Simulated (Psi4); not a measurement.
Run report: InHCl2 (charge +1), single-point calculation

System: InHCl2, charge +1, multiplicity 2.
Method: B2PLYP/def2-SVPD, UKS, core potentials def2 (Psi4 1.11).

The geometry is that of the parent species in another charge or spin state. The geometry comes from this level: GFN2-xTB.

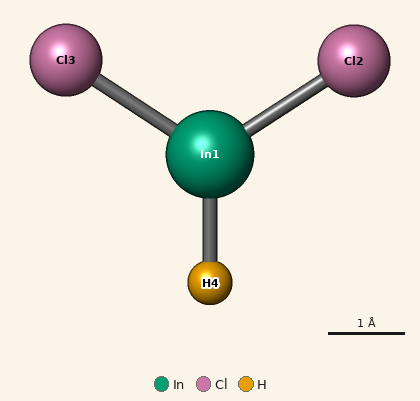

The structure as given in the input (ball-and-stick view, seen on its broad side; atoms are numbered from 1 in the order of the input). Sticks mark near contacts. Bond lengths as drawn: Cl–In 2.29 Å and H–In 1.71 Å.

Results in brief:

| quantity | value |
| --- | --- |
| outcome | converged |
| total energy | −1109.971165 hartree |
| SCF energy | −1109.846277 hartree |
| basis functions | 94 |
| ⟨S²⟩ | 0.776 |
| hardware | 1 thread of Intel Xeon @ 2.50GHz (Skylake/Cascade Lake), 12 GiB of memory available, shared host |
| wall time | 58 s |
| peak memory | 0.86 GiB |

The input (calc.inp):
```
memory 1.6 GB

molecule {
  1 2
  In
  Cl 1 2.286386
  Cl 1 2.286344 2 113.54202
  H 1 1.708685 3 123.22865 2 179.99449
  symmetry c1
}

set basis def2-SVPD
set reference uks
set puream true
set e_convergence 1e-09
set d_convergence 1e-08
set scf_type pk
set dft_radial_points 99
set dft_spherical_points 590
set num_frozen_docc 14
set maxiter 200

e, wfn = energy("b2plyp", return_wfn=True)
```

Launched with:
```bash
psi4 -n 1 calc.inp calc.out
```

What the program printed:
```
Psi4 1.11 release

   => Loading Basis Set <=

    Name: DEF2-SVPD
    Role: ORBITAL
    Keyword: BASIS

    !!!  WARNING: ECP capability is in beta. Please check occupations closely.  !!!

         ---------------------------------------------------------
                                   SCF
                              UKS Reference
                        1 Threads,   1525 MiB Core
         ---------------------------------------------------------

  ==> Geometry <==

    Molecular point group: c1
    Full point group: C1

    Geometry (in Angstrom), charge = 1, multiplicity = 2:

       Center              X                  Y                   Z               Mass
    ------------   -----------------  -----------------  -----------------  -----------------
         IN           0.000000745377    -0.386634744648    -0.253294012842   114.903878776000
         CL           0.000000745377    -0.386634744648     2.033091987158    34.968852682000
         CL           0.000000745377     1.709410877478    -1.166509012884    34.968852682000
         H           -0.000136706900    -1.815922240567    -1.189638855484     1.007825032230

  Running in c1 symmetry.

  Rotational constants: A =      0.23086  B =      0.06590  C =      0.05126 [cm^-1]
  Rotational constants: A =   6920.95210  B =   1975.58691  C =   1536.88332 [MHz]
  Nuclear repulsion =  216.843812325943532

  Charge       = 1
  Multiplicity = 2
  Electrons    = 55
  Nalpha       = 28
  Nbeta        = 27

  ==> Algorithm <==

  SCF Algorithm Type is PK.
  DIIS enabled.
  MOM disabled.
  Fractional occupation disabled.
  Guess Type is SAD.
  Energy threshold   = 1.00e-09
  Density threshold  = 1.00e-08
  Integral threshold = 1.00e-12

  ==> Primary Basis <==

  Basis Set: DEF2-SVPD
    Blend: DEF2-SVPD
    Number of shells: 38
    Number of basis functions: 94
    Number of Cartesian functions: 101
    Spherical Harmonics?: true
    Max angular momentum: 2

  Core potential: DEF2-SVPD
    Number of shells: 4
    Number of ECP primitives: 18
    Number of ECP core electrons: 28
    Max angular momentum: 3

  ==> DFT Potential <==

   => LibXC <=

    Version 7.1.2

   => Composite Functional: B2PLYP <=

    B2PLYP Double Hybrid Exchange-Correlation Functional

    Deriv               =              1
    GGA                 =           TRUE
    Meta                =          FALSE

    Exchange Hybrid     =           TRUE
    MP2 Hybrid          =           TRUE

   => Exchange Functionals <=

    0.4700     XC_GGA_X_B88

   => Exact (HF) Exchange <=

    0.5300               HF

   => Correlation Functionals <=

    0.7300     XC_GGA_C_LYP

   => MP2 Correlation <=

    0.2700       MP2

   => LibXC Density Thresholds  <==

    XC_GGA_C_LYP:  1.00E-14
    XC_GGA_X_B88:  1.00E-15

   => Molecular Quadrature <=

    Radial Scheme          =       TREUTLER
    Pruning Scheme         =           NONE
    Nuclear Scheme         =       TREUTLER

    Blocking Scheme        =         OCTREE
    BS radius alpha        =              1
    Pruning alpha          =              1
    Radial Points          =             99
    Spherical Points       =            590
    Total Points           =         225232
    Total Blocks           =           1799
    Max Points             =            256
    Max Functions          =             92
    Weights Tolerance      =       1.00E-15

  ==> Integral Setup <==

  Using in-core PK algorithm.
   Calculation information:
      Number of atoms:                   4
      Number of AO shells:              38
      Number of primitives:             73
      Number of atomic orbitals:       101
      Number of basis functions:        94

      Integral cutoff                 1.00e-12
      Number of threads:                 1

  Performing in-core PK
  Using 19940690 doubles for integral storage.
  We computed 253664 shell quartets total.
  Whereas there are 274911 unique shell quartets.

  ==> DiskJK: Disk-Based J/K Matrices <==

    J tasked:                  Yes
    K tasked:                  Yes
    wK tasked:                  No
    Memory [MiB]:              651
    Schwarz Cutoff:          1E-12

  Cached 100.0% of DFT collocation blocks in 0.481 [GiB].

  Minimum eigenvalue in the overlap matrix is 1.6316783880E-03.
  Reciprocal condition number of the overlap matrix is 2.8281466139E-04.
    Using symmetric orthogonalization.

  ==> Pre-Iterations <==

  SCF Guess: Superposition of Atomic Densities via on-the-fly atomic UHF (no occupation information).

   -------------------------
    Irrep   Nso     Nmo
   -------------------------
     A         94      94
   -------------------------
    Total      94      94
   -------------------------

  ==> Iterations <==

                        Total Energy        Delta E     RMS |[F,P]|

   @UKS iter SAD: -1109.29645418599125   -1.10930e+03   0.00000e+00
   @UKS iter   1: -1109.80075166645452   -5.04297e-01   3.15233e-03 DIIS/ADIIS
   @UKS iter   2: -1109.82025560523948   -1.95039e-02   2.25328e-03 DIIS/ADIIS
   @UKS iter   3: -1109.84036509727980   -2.01095e-02   9.64376e-04 DIIS/ADIIS
   @UKS iter   4: -1109.84579049735930   -5.42540e-03   1.48188e-04 DIIS/ADIIS
   @UKS iter   5: -1109.84613186142928   -3.41364e-04   6.27855e-05 DIIS
   @UKS iter   6: -1109.84619919571696   -6.73343e-05   3.23001e-05 DIIS
   @UKS iter   7: -1109.84621573418303   -1.65385e-05   1.86512e-05 DIIS
   @UKS iter   8: -1109.84622580089945   -1.00667e-05   1.39996e-05 DIIS
   @UKS iter   9: -1109.84623395551307   -8.15461e-06   9.20550e-06 DIIS
   @UKS iter  10: -1109.84623939314110   -5.43763e-06   5.55129e-06 DIIS
   @UKS iter  11: -1109.84624078233560   -1.38919e-06   4.70151e-06 DIIS
   @UKS iter  12: -1109.84624126303220   -4.80697e-07   4.33819e-06 DIIS
   @UKS iter  13: -1109.84624184454765   -5.81515e-07   4.15915e-06 DIIS
   @UKS iter  14: -1109.84624373846304   -1.89392e-06   3.06824e-06 DIIS
   @UKS iter  15: -1109.84624603285238   -2.29439e-06   3.64480e-06 DIIS
   @UKS iter  16: -1109.84624129343160    4.73942e-06   3.77664e-06 DIIS
   @UKS iter  17: -1109.84624265117600   -1.35774e-06   3.64266e-06 DIIS
   @UKS iter  18: -1109.84624519566410   -2.54449e-06   3.46000e-06 DIIS
   @UKS iter  19: -1109.84624506711475    1.28549e-07   3.54567e-06 DIIS
   @UKS iter  20: -1109.84624515342284   -8.63081e-08   3.66562e-06 DIIS
   @UKS iter  21: -1109.84624756815947   -2.41474e-06   3.11120e-06 DIIS
   @UKS iter  22: -1109.84624246936028    5.09880e-06   3.70250e-06 DIIS
   @UKS iter  23: -1109.84624895909792   -6.48974e-06   4.33987e-06 DIIS
   @UKS iter  24: -1109.84626863420317   -1.96751e-05   1.17906e-05 DIIS
   @UKS iter  25: -1109.84626037597263    8.25823e-06   2.99910e-06 DIIS
   @UKS iter  26: -1109.84626539827150   -5.02230e-06   2.05004e-06 DIIS
   @UKS iter  27: -1109.84626000011690    5.39815e-06   1.44091e-05 DIIS
   @UKS iter  28: -1109.84627310496739   -1.31049e-05   3.23922e-06 DIIS
   @UKS iter  29: -1109.84627296648614    1.38481e-07   1.83763e-05 DIIS
   @UKS iter  30: -1109.84627619825733   -3.23177e-06   2.21146e-06 DIIS
   @UKS iter  31: -1109.84627663147467   -4.33217e-07   5.32875e-07 DIIS
   @UKS iter  32: -1109.84627659413673    3.73379e-08   1.72226e-06 DIIS
   @UKS iter  33: -1109.84627660862020   -1.44835e-08   1.54072e-06 DIIS
   @UKS iter  34: -1109.84627663749620   -2.88760e-08   2.51871e-07 DIIS
   @UKS iter  35: -1109.84627663845936   -9.63155e-10   2.32080e-08 DIIS
   @UKS iter  36: -1109.84627663848596   -2.66027e-11   1.22947e-08 DIIS
   @UKS iter  37: -1109.84627663851438   -2.84217e-11   1.06764e-08 DIIS
   @UKS iter  38: -1109.84627663850574    8.64020e-12   2.66330e-08 DIIS
   @UKS iter  39: -1109.84627663857191   -6.61657e-11   6.55566e-09 DIIS
  Energy and wave function converged.

  ==> Post-Iterations <==

   Electrons on quadrature grid:
      Nalpha   =   28.0000007777 ; deviation = 7.777e-07
      Nbeta    =   27.0000008240 ; deviation = 8.240e-07
      Ntotal   =   55.0000016017 ; deviation = 1.602e-06

   @Spin Contamination Metric:   2.601675190E-02
   @S^2 Expected:                7.500000000E-01
   @S^2 Observed:                7.760167519E-01
   @S   Expected:                5.000000000E-01
   @S   Observed:                5.000000000E-01

    Orbital Energies [Eh]
    ---------------------

    Alpha Occupied:

       1A   -103.184259     2A   -103.095120     3A    -10.212992
       4A    -10.124430     5A     -7.866109     6A     -7.853083
       7A     -7.849885     8A     -7.771892     9A     -7.764517
      10A     -7.763759    11A     -5.259402    12A     -3.602867
      13A     -3.601298    14A     -3.598837    15A     -1.235927
      16A     -1.187096    17A     -1.167719    18A     -1.162969
      19A     -1.159815    20A     -1.146403    21A     -1.100616
      22A     -0.758542    23A     -0.695052    24A     -0.672575
      25A     -0.657636    26A     -0.623740    27A     -0.583577
      28A     -0.583096

    Alpha Virtual:

      29A     -0.237353    30A     -0.228569    31A     -0.144890
      32A     -0.116244    33A     -0.077206    34A     -0.066675
      35A     -0.054677    36A     -0.053230    37A     -0.046640
      38A     -0.044638    39A     -0.030237    40A     -0.027022
      41A     -0.016140    42A     -0.003843    43A      0.014691
      44A      0.020470    45A      0.036009    46A      0.052849
      47A      0.057113    48A      0.070376    49A      0.076072
      50A      0.088604    51A      0.105280    52A      0.106377
      53A      0.123907    54A      0.129888    55A      0.132267
      56A      0.159270    57A      0.161758    58A      0.186049
      59A      0.203074    60A      0.225728    61A      0.300865
      62A      0.327491    63A      0.353880    64A      0.386197
      65A      0.387313    66A      0.398751    67A      0.463700
      68A      0.511258    69A      0.662983    70A      0.701793
      71A      0.758146    72A      0.797637    73A      0.798056
      74A      0.831711    75A      0.834944    76A      0.886749
      77A      0.889140    78A      0.893025    79A      0.893313
      80A      0.908784    81A      0.911016    82A      0.952695
      83A      0.972739    84A      1.026672    85A      1.039755
      86A      1.245596    87A      1.306215    88A      1.494535
      89A      1.555515    90A      1.754897    91A     15.991280
      92A     17.390848    93A     17.486801    94A     60.821665

    Beta Occupied:

       1A   -103.178421     2A   -103.093350     3A    -10.207444
       4A    -10.122777     5A     -7.850552     6A     -7.846683
       7A     -7.843792     8A     -7.767034     9A     -7.762756
      10A     -7.761824    11A     -5.258332    12A     -3.602897
      13A     -3.599379    14A     -3.596184    15A     -1.205572
      16A     -1.182374    17A     -1.163232    18A     -1.161661
      19A     -1.159733    20A     -1.127754    21A     -1.088556
      22A     -0.737401    23A     -0.645054    24A     -0.636905
      25A     -0.604936    26A     -0.579679    27A     -0.555339

    Beta Virtual:

      28A     -0.449348    29A     -0.230359    30A     -0.218653
      31A     -0.140840    32A     -0.114608    33A     -0.068604
      34A     -0.065151    35A     -0.051955    36A     -0.048194
      37A     -0.045831    38A     -0.041097    39A     -0.029577
      40A     -0.022868    41A     -0.012085    42A     -0.000097
      43A      0.015821    44A      0.022929    45A      0.039331
      46A      0.054747    47A      0.065883    48A      0.073487
      49A      0.081568    50A      0.096593    51A      0.108825
      52A      0.112648    53A      0.127651    54A      0.134696
      55A      0.135044    56A      0.162747    57A      0.169743
      58A      0.193956    59A      0.207100    60A      0.230645
      61A      0.304791    62A      0.330041    63A      0.356973
      64A      0.386111    65A      0.392370    66A      0.399173
      67A      0.472723    68A      0.514623    69A      0.690703
      70A      0.715244    71A      0.765127    72A      0.832522
      73A      0.833752    74A      0.840714    75A      0.857836
      76A      0.892626    77A      0.900787    78A      0.903312
      79A      0.916097    80A      0.916695    81A      0.926120
      82A      0.962708    83A      0.975077    84A      1.035145
      85A      1.055508    86A      1.254954    87A      1.312831
      88A      1.533983    89A      1.592146    90A      1.787780
      91A     15.990579    92A     17.390394    93A     17.487483
      94A     60.822397

    Final Occupation by Irrep:
              A
    DOCC [    27 ]
    SOCC [     1 ]
    NA   [    28 ]
    NB   [    27 ]

  @UKS Final Energy: -1109.84627663857191

   => Energetics <=

    Nuclear Repulsion Energy =            216.8438123259435315
    One-Electron Energy =               -2024.8593587808695702
    Two-Electron Energy =                 733.1866494117039110
    DFT Exchange-Correlation Energy =     -35.0173795953495386
    Empirical Dispersion Energy =           0.0000000000000000
    VV10 Nonlocal Energy =                  0.0000000000000000
    Total Energy =                      -1109.8462766385716805

  UHF NO Occupations:
  HONO-2 :   26  A 1.9976267
  HONO-1 :   27  A 1.9903180
  HONO-0 :   28  A 1.0000000
  LUNO+0 :   29  A 0.0096820
  LUNO+1 :   30  A 0.0023733
  LUNO+2 :   31  A 0.0007747
  LUNO+3 :   32  A 0.0000797

Computation Completed

Properties will be evaluated at   0.000000,   0.000000,   0.000000 [a0]

Properties computed using the SCF density matrix

 Multipole Moments:

 ------------------------------------------------------------------------------------
     Multipole            Electronic (a.u.)      Nuclear  (a.u.)        Total (a.u.)
 ------------------------------------------------------------------------------------

 L = 1.  Multiply by 2.5417464519 to convert [e a0] to [Debye]
 Dipole X            :          0.0002056           -0.0001809            0.0000247
 Dipole Y            :        -24.8161484           23.7197334           -1.0964150
 Dipole Z            :        -15.1480636           15.5394021            0.3913385
 Magnitude           :                                                    1.1641613

 ------------------------------------------------------------------------------------

	total time  =         55 seconds =       0.92 minutes

   => Loading Basis Set <=

    Name: (DEF2-SVPD AUX)
    Role: RIFIT
    Keyword: DF_BASIS_MP2

	 --------------------------------------------------------
	                          DF-MP2
	      2nd-Order Density-Fitted Moller-Plesset Theory
	              UMP2 Wavefunction,   1 Threads

	 --------------------------------------------------------

	 --------------------------------------------------------
	                 NBF =    94, NAUX =   309
	 --------------------------------------------------------
	   CLASS    FOCC     OCC    AOCC    AVIR     VIR    FVIR
	   ALPHA      14      28      14      66      66       0
	    BETA      14      27      13      67      67       0
	 --------------------------------------------------------

	-----------------------------------------------------------
	 ==================> DF-MP2 Energies <====================
	-----------------------------------------------------------
	 Reference Energy          =   -1109.8462766385719078 [Eh]
	 Singles Energy            =      -0.0000000000000000 [Eh]
	 Same-Spin Energy          =      -0.1277416852744468 [Eh]
	 Opposite-Spin Energy      =      -0.3348091920322246 [Eh]
	 Correlation Energy        =      -0.4625508773066714 [Eh]
	 Total Energy              =   -1110.3088275158786473 [Eh]
	-----------------------------------------------------------
	 ================> DF-SCS-MP2 Energies <==================
	-----------------------------------------------------------
	 SCS Same-Spin Scale       =       0.3333333333333333 [-]
	 SCS Opposite-Spin Scale   =       1.2000000000000000 [-]
	 SCS Same-Spin Energy      =      -0.0425805617581489 [Eh]
	 SCS Opposite-Spin Energy  =      -0.4017710304386695 [Eh]
	 SCS Correlation Energy    =      -0.4443515921968185 [Eh]
	 SCS Total Energy          =   -1110.2906282307687889 [Eh]
	-----------------------------------------------------------

    B2PLYP Energy Summary
    ---------------------
    DFT Reference Energy                  = -1109.8462766385719078
    Scaled MP2 Correlation                =    -0.1248887368728013
    @Final double-hybrid DFT total energy = -1109.9711653754447980

	total time  =          0 seconds =       0.00 minutes

    Psi4 run time: 0:00:55.85
```
